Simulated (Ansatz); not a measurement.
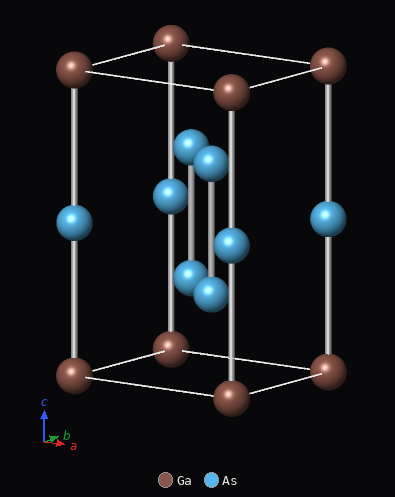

Structure drawing (ball-and-stick), viewed slightly off an axis. The simulation cell is drawn as a box.

The input file of the run:
```yaml
crystal:
  lattice:
    - [4.9248803948, 0.0, 0.0]
    - [-2.4624401974, 4.2650715325, 0.0]
    - [0.0, 0.0, 5.9169747743]
  atoms:
    - { symbol: Ga, position: [0.0, 0.0, 0.0] }
    - { symbol: As, position: [0.3333333333, 0.6666666667, 0.7137177327] }
    - { symbol: As, position: [0.3333333333, 0.6666666667, 0.2862822673] }
    - { symbol: As, position: [0.6666666667, 0.3333333333, 0.2862822673] }
    - { symbol: As, position: [0.6666666667, 0.3333333333, 0.7137177327] }
    - { symbol: As, position: [0.0, 0.0, 0.5] }
basis:
  ecutwfc: 420
kpoints:
  mp_grid: { grid: [12, 12, 6] }
  band_path:
    path:
      - [[0.0, 0.0, 0.0], [0.5, 0.0, 0.0], [0.33333333, 0.33333333, 0.0], [0.0, 0.0, 0.0], [0.0, 0.0, 0.5], [0.5, 0.0, 0.5], [0.33333333, 0.33333333, 0.5], [0.0, 0.0, 0.5]]
      - [[0.5, 0.0, 0.5], [0.5, 0.0, 0.0]]
      - [[0.33333333, 0.33333333, 0.5], [0.33333333, 0.33333333, 0.0]]
    npoints: 14
hamiltonian:
  xc: pbe
scf:
  occupations: { method: gaussian, width: 0.1 }
  n_extra_bands: 15
output:
  forces: true
  stress: true
  eigenvalues: true
  populations: true
  dos: { projected: true, de: 0.02, nscf_kmesh: { grid: [15, 15, 8] } }
  bader: true
  write_density: true
  write_potential: true
  elf: true
  volumetric_format: npy
```
Run as:
```sh
ansatz run input.yaml --threads 1 --pin off --max-ram 2560MiB --backend cpu --events-out ev --progress --plain --runs-dir out
```

Electronic-structure method: DFT PBE, scalar-relativistic, plane waves, PAW in Ansatz 0.2.0. Parameters: E_cut = 420 eV, a 12×12×6 sampling of the Brillouin zone, Gaussian smearing of 0.1 eV, no spin polarisation.

> What are the atomic charges by Bader's partition?

Ga +0.41 e; As -0.13 to -0.07 e.

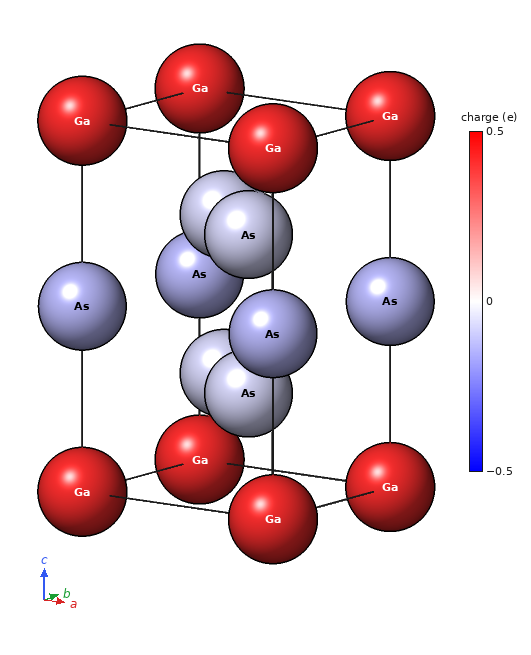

The atoms coloured by those charges.

The starting point was a random cell made by a generator, so it need not be a real form of the compound. Earlier steps of the study may have refined or changed the cell and positions. Ansatz was used for an electronic-structure calculation on it.
